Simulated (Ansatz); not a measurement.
# Calculations on WH8SO

Part 1: Relaxation

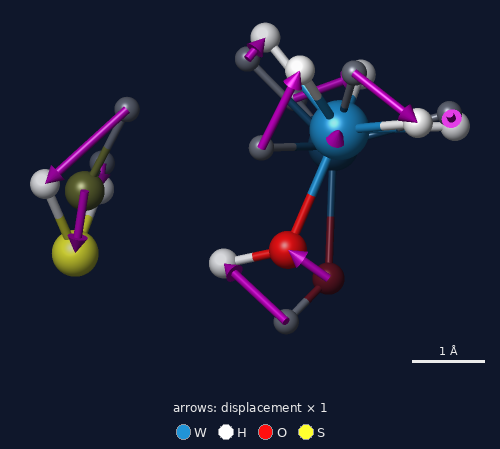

A relaxation of WH8SO. The starting structure is drawn faded, the final one solid; purple arrows show the displacements, at their true length. The two geometries are superimposed by the best rigid fit.

The picture is a ball-and-stick view, seen at a tilt.

The run prepares an end point of a later path (reaction) calculation, from a guessed geometry.

Computed with RKS PBE0-D4/def2-SVP in Ansatz 0.2.0.

Input file:
```yaml
crystal:
  periodic: [false, false, false]
  atoms:
    - { symbol: W, position_ang: [0.065297, -0.417451, -0.144855] }
    - { symbol: H, position_ang: [0.002923, 0.181932, 1.456294] }
    - { symbol: H, position_ang: [1.367925, -0.888522, 0.85692] }
    - { symbol: H, position_ang: [-0.730319, 1.005545, 0.133522] }
    - { symbol: H, position_ang: [-1.502428, -0.435032, 0.462015] }
    - { symbol: H, position_ang: [-0.864277, -1.791205, -0.52351] }
    - { symbol: O, position_ang: [0.552665, 0.365376, -1.764033] }
    - { symbol: H, position_ang: [0.527216, 1.27765, -2.079298] }
    - { symbol: S, position_ang: [2.164022, 2.303321, 0.980077] }
    - { symbol: H, position_ang: [3.084132, 1.390691, 1.359493] }
    - { symbol: H, position_ang: [1.158543, 1.636194, 1.651975] }
basis:
  gaussian: { orbitals: def2-SVP }
hamiltonian:
  xc: pbe0
  dispersion: d4
relax:
  f_tol: 0.03
  max_steps: 50
output:
  orbitals: {}
```

Run as
```bash
ansatz run input.yaml --threads 2 --pin off --max-ram 3072MiB --backend cpu --events-out ev --progress --plain --runs-dir out
```

Question: Atoms of which element are displaced furthest, and by how much?

Answer: Hydrogen: up to 1.55 Å, against 0.93 Å for sulfur.

Question: Describe the change and its energy.

Answer: H11 moves most after the best rigid fit: 1.55 Å. Largest moves by element: H 1.55 Å, S 0.93 Å, O 0.70 Å, W 0.42 Å. Among the contacts that change: W1–H11 2.940 → 4.226 Å, W1–H4 1.654 → 1.692 Å, W1–O7 1.863 → 1.831 Å, S9–H11 1.381 → 1.351 Å. Among the angles between lasting bonds that change: H2–W1–H5 68.4° → 120.2°, H3–W1–H6 108.9° → 64.6°, H4–W1–O7 84.9° → 113.5°. After 41 accepted moves (44 points after the start) the energy has fallen by 47.5 kJ/mol. Largest force component: 0.48 eV/Å at the start, 0.028 eV/Å at the end. The line search rejected the trial steps at points 14, 23, 30 of the run. The forces were under the threshold at step 32, but the run went on from there.

Part 2: Relaxation

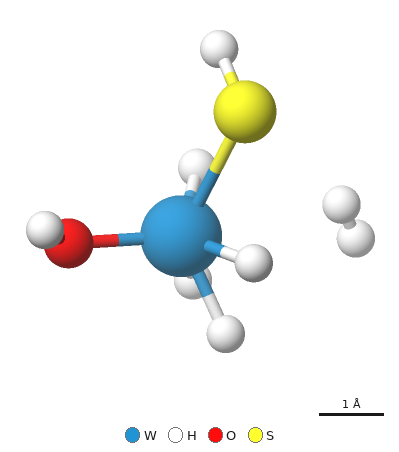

WH8SO, before the relaxation. A ball-and-stick model, seen at a tilt.

The run prepares an end point of a later path (reaction) calculation, from a guessed geometry.

Computed with Ansatz 0.2.0, RKS PBE0-D4/def2-SVP.

The input:
```yaml
crystal:
  periodic: [false, false, false]
  atoms:
    - { symbol: W, position_ang: [0.305042, 0.239428, -0.291579] }
    - { symbol: H, position_ang: [-0.154639, 0.002572, 2.578855] }
    - { symbol: H, position_ang: [1.512897, -0.614118, 0.500676] }
    - { symbol: H, position_ang: [-0.575391, 1.519172, 0.355095] }
    - { symbol: H, position_ang: [-1.296734, -0.054023, 0.150628] }
    - { symbol: H, position_ang: [-0.110366, -1.311416, 0.234835] }
    - { symbol: O, position_ang: [0.500623, 0.221834, -2.121126] }
    - { symbol: H, position_ang: [0.618942, 0.991789, -2.696456] }
    - { symbol: S, position_ang: [1.758115, 1.89559, 0.663671] }
    - { symbol: H, position_ang: [2.946466, 1.255804, 0.69326] }
    - { symbol: H, position_ang: [0.320744, 0.481867, 2.320741] }
basis:
  gaussian: { orbitals: def2-SVP }
hamiltonian:
  xc: pbe0
  dispersion: d4
relax:
  f_tol: 0.03
  max_steps: 50
```

Launched with:
```bash
ansatz run input.yaml --threads 2 --pin off --max-ram 3072MiB --backend cpu --events-out ev --progress --plain --runs-dir out
```

Where does the relaxation end?

Answer. The atom that moves furthest after the best rigid fit is H2 (0.88 Å). Largest moves by element: H 0.88 Å, W 0.26 Å, O 0.23 Å, S 0.16 Å. Some distances before and after: W1–H2 2.917 → 1.961 Å, W1–H11 2.624 → 1.961 Å, H2–H11 0.723 → 0.822 Å, W1–S9 2.401 → 2.394 Å. New bonds form, among them: W1–H11 (2.62 → 1.96 Å), W1–H2 (2.92 → 1.96 Å). Among the angles between lasting bonds that change: W1–O7–H8 126.6° → 145.0°, H6–W1–S9 131.1° → 139.8°, H5–W1–S9 126.2° → 133.8°. The energy falls by 8.13 kcal/mol in 15 accepted moves (18 points after the start). The largest force component goes from 1.2 to 0.027 eV/Å. The line search rejected the trial steps at points 6, 13, 17 of the run. Cost: 86 s on 2 threads of Intel(R) Xeon(R) Platinum 8175M CPU @ 2.50GHz (Skylake/Cascade Lake) (shared host), peak memory 0.24 GiB.

Final geometry:

```xyz
11

W     0.3455    0.3188   -0.0493
H     0.2902   -0.1825    1.8459
H     1.5081   -0.5748    0.7807
H    -0.5140    1.6045    0.6281
H    -1.2924    0.0168    0.2342
H    -0.1394   -1.2644    0.3142
O     0.4862    0.2461   -1.8892
H     0.4738    0.7613   -2.7000
S     1.8819    1.9833    0.7241
H     3.0450    1.2911    0.6869
H    -0.2592    0.4284    1.8132
```

The end point in the same view:

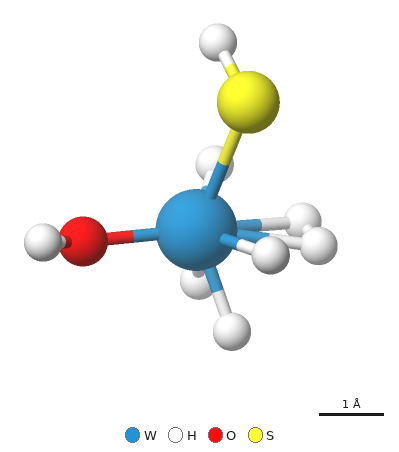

Limits of the set-up: the start holds two separate molecules, 2.4 Å apart at their closest, whose relative position is a soft coordinate.

Part 3: Path

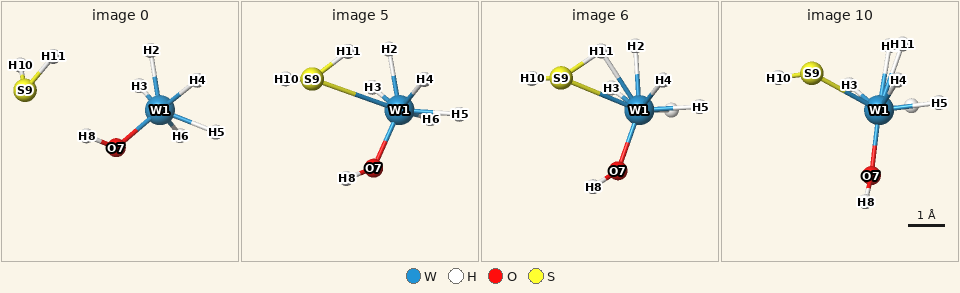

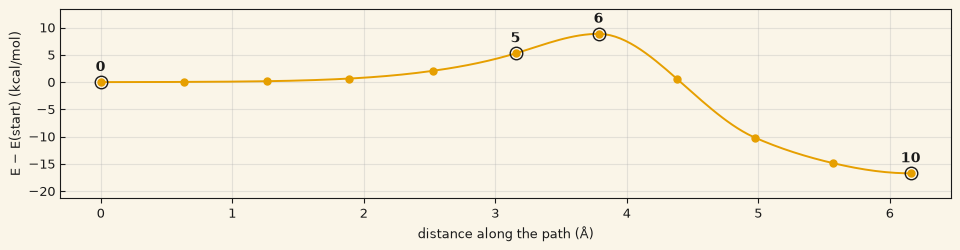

NEB run on WH8SO, made up at the start of WH6O and H₂S. Images are numbered from 0 (start) to 10 (end). Style: ball-and-stick. Shown at a tilt.

These are results of RKS PBE0-D4/def2-SVP in Ansatz, not measurements. Settings: 9 movable images; climbing image; force threshold 0.05 eV/Å; iteration limit 29; starting path through a guess of the saddle point.

Describe the mechanism and the energy profile.

The highest point, image 6, lies 8.8 kcal/mol above the start and 25.6 kcal/mol above the end; the end is at −16.7 kcal/mol relative to the start. Breaking: S9–H11 (1.35 → 1.54 at the top → 2.86 Å). Forming: H2–H11 (3.71 → 1.13 at the top → 0.82 Å), W1–H11 (4.23 → 2.04 at the top → 1.96 Å), W1–S9 (4.32 → 2.68 at the top → 2.39 Å). The band converged in 23 iterations. The largest component of the band force went from 8.6 to 0.033 eV/Å. The climbing image converged on the top of the path. Its vibrational analysis gives one imaginary mode (373i cm⁻¹), as a transition state must have.

Limits of the set-up: the start holds two separate molecules, 2.3 Å apart at their closest, whose relative position is a soft coordinate.
